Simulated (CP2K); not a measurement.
# InSi2H7 (SMILES [SiH3][SiH2][InH2]) at GFN1-xTB

What is the energy change on altering one bond length of InSi2H7 at GFN1-xTB? 

The calculation is run with CP2K 2026.2.

**1. The structure to begin with**

The species is InSi2H7 (10 atoms), meant as a singlet with charge 0. SMILES: `[SiH3][SiH2][InH2]`. Geometry: relaxed at PBE0-D4/def2-TZVP.

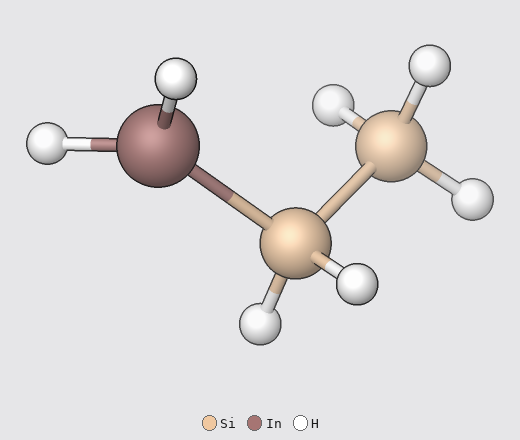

The structure, seen from a chosen angle (silicon light orange, indium brown, hydrogen white).

**2. The energy at GFN1-xTB**

Input file molecule.pdb:

```
HETATM    1 Si   MOL A   1      -1.451   0.732  -0.822  1.00  0.00          SI
HETATM    2 Si   MOL A   1       0.023  -0.983  -0.222  1.00  0.00          SI
HETATM    3 In   MOL A   1       1.885  -0.063   1.293  1.00  0.00          IN
HETATM    4 H    MOL A   1      -2.541   0.249  -1.712  1.00  0.00           H
HETATM    5 H    MOL A   1      -0.708   1.812  -1.528  1.00  0.00           H
HETATM    6 H    MOL A   1      -2.066   1.320   0.400  1.00  0.00           H
HETATM    7 H    MOL A   1      -0.761  -2.057   0.452  1.00  0.00           H
HETATM    8 H    MOL A   1       0.589  -1.558  -1.477  1.00  0.00           H
HETATM    9 H    MOL A   1       1.761  -0.161   3.014  1.00  0.00           H
HETATM   10 H    MOL A   1       3.269   0.708   0.601  1.00  0.00           H
END
```

Input file qs.inp:

```
&GLOBAL
 PROJECT qs
 RUN_TYPE ENERGY
 PRINT_LEVEL MEDIUM
&END GLOBAL
&FORCE_EVAL
 METHOD QUICKSTEP
 &DFT
  CHARGE 0
  MULTIPLICITY 1
  &QS
   METHOD XTB
   EPS_DEFAULT 1.0E-10
   &XTB
    GFN_TYPE TBLITE
    &TBLITE
     METHOD GFN1
    &END TBLITE
    CHECK_ATOMIC_CHARGES F
   &END XTB
  &END QS
  &POISSON
   PERIODIC NONE
   POISSON_SOLVER ANALYTIC
  &END POISSON
  &SCF
   SCF_GUESS ATOMIC
   EPS_SCF 1.0E-06
   MAX_SCF 150
   ADDED_MOS 4
   &DIAGONALIZATION
    ALGORITHM STANDARD
   &END DIAGONALIZATION
   &MIXING
    METHOD DIRECT_P_MIXING
    ALPHA 0.4
   &END MIXING
   &SMEAR ON
    METHOD FERMI_DIRAC
    ELECTRONIC_TEMPERATURE [K] 300
   &END SMEAR
  &END SCF
  &PRINT
   &MOMENTS
    PERIODIC F
    REFERENCE COM
    MAX_MOMENT 1
   &END MOMENTS
   &MO ON
    ENERGIES T
    OCCUPATION_NUMBERS T
    NDIGITS 6
    &EACH
     QS_SCF 0
    &END EACH
    ADD_LAST NUMERIC
   &END MO
   &HIRSHFELD OFF
   &END HIRSHFELD
  &END PRINT
 &END DFT
 &SUBSYS
  &CELL
   ABC [angstrom] 21.8 19.9 20.7
   PERIODIC NONE
  &END CELL
  &TOPOLOGY
   COORD_FILE_NAME molecule.pdb
   COORD_FILE_FORMAT PDB
   CONN_FILE_FORMAT OFF
   &CENTER_COORDINATES
   &END CENTER_COORDINATES
  &END TOPOLOGY
 &END SUBSYS
&END FORCE_EVAL
```

Command:

```sh
$ OMP_NUM_THREADS=1 cp2k.psmp -i qs.inp -o qs.out
```

What it wrote:

```text
CP2K| version string:                                       CP2K version 2026.2
[...]
 GLOBAL| Method name                                                        CP2K
[...]
 GLOBAL| Run type                                                         ENERGY
[...]
                             - Atoms:                                         10
[...]
                             - Spherical basis functions:                     41
[...]
 Number of electrons:                                                         18
[...]
  *** SCF run converged in    10 steps ***
[...]
  Fermi energy:                                                -0.29062750934657
[...]
 TB_DIPOLE| Moment [Debye]          0.90361386      -0.16455535       0.59927553
 TB_DIPOLE| Derivative [a.u.]       0.00000000       0.00000000       0.00000000
[...]
 ENERGY| Total FORCE_EVAL ( QS ) energy [hartree]             -8.969578236371810
[...]
```

Run time: 0.22 s. Hardware: 1 thread of Arm Neoverse V2, shared host.

**3. The distorted shape, same level**

Input file molecule.pdb:

```
HETATM    1 Si   MOL A   1      -1.414   0.762  -1.338  1.00  0.00          SI
HETATM    2 Si   MOL A   1       0.060  -0.953  -0.739  1.00  0.00          SI
HETATM    3 In   MOL A   1       1.922  -0.033   0.777  1.00  0.00          IN
HETATM    4 H    MOL A   1      -2.504   0.278  -2.228  1.00  0.00           H
HETATM    5 H    MOL A   1      -0.671   1.842  -2.044  1.00  0.00           H
HETATM    6 H    MOL A   1      -2.029   1.350  -0.116  1.00  0.00           H
HETATM    7 H    MOL A   1      -0.724  -2.027  -0.064  1.00  0.00           H
HETATM    8 H    MOL A   1       0.626  -1.528  -1.994  1.00  0.00           H
HETATM    9 H    MOL A   1       1.761  -0.161   3.014  1.00  0.00           H
HETATM   10 H    MOL A   1       3.306   0.737   0.085  1.00  0.00           H
END
```

Input file molecule.inp:

```
&GLOBAL
    PROJECT molecule
    RUN_TYPE ENERGY
    PRINT_LEVEL MEDIUM
&END

&FORCE_EVAL
    METHOD Quickstep
    &DFT
        &QS
            METHOD XTB
            EPS_DEFAULT 1.0E-10
            &XTB
                GFN_TYPE TBLITE
                &TBLITE
                    METHOD GFN1
                &END
                CHECK_ATOMIC_CHARGES F
            &END
        &END
        &POISSON
            PERIODIC NONE
            POISSON_SOLVER ANALYTIC
        &END
        &SCF
            SCF_GUESS ATOMIC
            EPS_SCF 1.0E-06
            MAX_SCF 150
            ADDED_MOS 4
            &DIAGONALIZATION
                ALGORITHM STANDARD
            &END
            &MIXING
                METHOD DIRECT_P_MIXING
                ALPHA 0.4
            &END
            &SMEAR ON
                METHOD FERMI_DIRAC
                ELECTRONIC_TEMPERATURE [K] 300
            &END
        &END
        &PRINT
            &MOMENTS
                PERIODIC F
                REFERENCE COM
                MAX_MOMENT 1
            &END
            &MO ON
                ENERGIES T
                OCCUPATION_NUMBERS T
                NDIGITS 6
                &EACH
                    QS_SCF 0
                &END
                ADD_LAST NUMERIC
            &END
            &HIRSHFELD OFF
            &END
        &END
    &END
    &SUBSYS
        &CELL
            ABC 21.8 19.9 21.2
            PERIODIC NONE
        &END
        &TOPOLOGY
            COORD_FILE_NAME molecule.pdb
            COORD_FILE_FORMAT PDB
            CONN_FILE_FORMAT OFF
            &CENTER_COORDINATES
            &END
        &END
    &END
&END
```

Command:

```sh
$ OMP_NUM_THREADS=1 cp2k.psmp -i molecule.inp -o molecule.out
```

What it wrote:

```text
CP2K| version string:                                       CP2K version 2026.2
[...]
 GLOBAL| Method name                                                        CP2K
[...]
 GLOBAL| Run type                                                         ENERGY
[...]
                             - Atoms:                                         10
[...]
                             - Spherical basis functions:                     41
[...]
 Number of electrons:                                                         18
[...]
  *** SCF run converged in    12 steps ***
[...]
  Fermi energy:                                                -0.30250212050198
[...]
 TB_DIPOLE| Moment [Debye]          0.33006112      -0.25935718      -1.12070538
 TB_DIPOLE| Derivative [a.u.]       0.00000000       0.00000000       0.00000000
[...]
 ENERGY| Total FORCE_EVAL ( QS ) energy [hartree]             -8.944996373229046
[...]
```

Run time: 0.22 s. Hardware: 1 thread of Arm Neoverse V2, shared host.

**4. Results**

Level: GFN1-xTB.

| quantity | value |
| --- | --- |
| first shape: total energy | -8.96958 Eh |
| first shape: dipole moment (from atomic charges alone) | 1.10 D |
| first shape: HOMO energy | -10.51 eV |
| first shape: LUMO energy | -7.01 eV |
| first shape: HOMO–LUMO gap | 3.50 eV |
| first shape: dispersion energy | -8.64 kJ/mol |
| distorted shape: total energy | -8.94500 Eh |
| distorted shape: dipole moment (from atomic charges alone) | 1.20 D |
| distorted shape: HOMO energy | -10.51 eV |
| distorted shape: LUMO energy | -7.34 eV |
| distorted shape: HOMO–LUMO gap | 3.18 eV |
| distorted shape: dispersion energy | -9.22 kJ/mol |
| energy change with the In3–H9 bond stretched from 1.728 to 2.246 Å | 0.669 eV |

What this shows: With the In3–H9 bond stretched from 1.728 to 2.246 Å the energy rises by 0.67 eV (64.5 kJ/mol). The first shape isn't relaxed at this level, so the change isn't measured from a minimum. The dipole (first shape) comes from point charges on the atoms alone, without atomic dipoles, so it is partial. The dipole (distorted shape) comes from point charges on the atoms alone, without atomic dipoles, so it is partial.
